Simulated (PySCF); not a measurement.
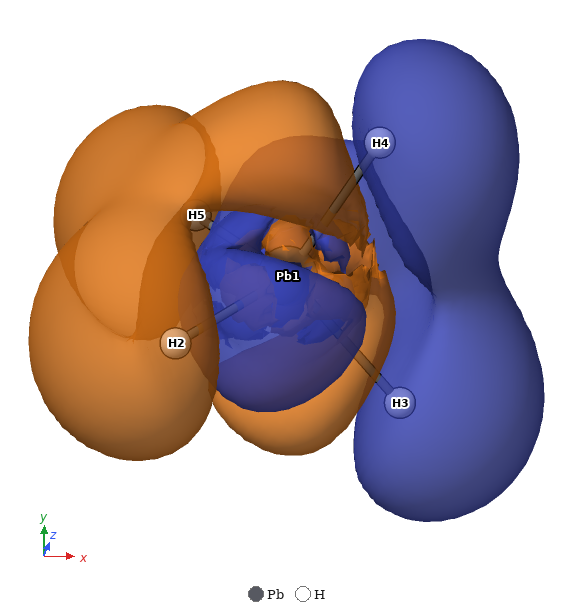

H4Pb, SMILES `[PbH4]`. Change of the electron density in a uniform field of 0.21 V/Å, surfaces at ±0.0008 e/Å³ (orange: gain, blue: loss).

Computed with PySCF, B3LYP/def2-SVPD, geometry: GFN2-xTB. Core potentials replace the inner electrons of Pb; spin–orbit coupling isn't included. No frequency check shows the geometry to be a minimum. GFN2-xTB bond lengths at metals and heavier atoms can be off by up to 0.1 Å and shapes distorted, which carries into these values.

Cartesian coordinates (Å):

```
Pb1      0.0000    0.0000    0.0000
H2      -1.1953   -0.9935    0.7387
H3       1.1953   -0.9935   -0.7387
H4       0.7388    0.9936    1.1951
H5      -0.7388    0.9936   -1.1951
```

Question: Along which Cartesian direction does the field point?

Answer: Along +x: electrons gather on the −x side, against the field.

Question: How large is the response?

Answer: The induced dipole is 0.50 D (along the field); α along this axis, from the fields in both directions, is 49 bohr³ (7.3 Å³).

Question: Which atoms gain and lose the most charge?

Answer: Electrons gather most on H2 (Hirshfeld charge changes by −0.012 e) and leave H3 most (+0.012 e); 0.042 electrons are displaced in all.

The PySCF run took 9.9 s on 1 thread of Arm Neoverse N1, on a shared host, peak memory 0.29 GiB.
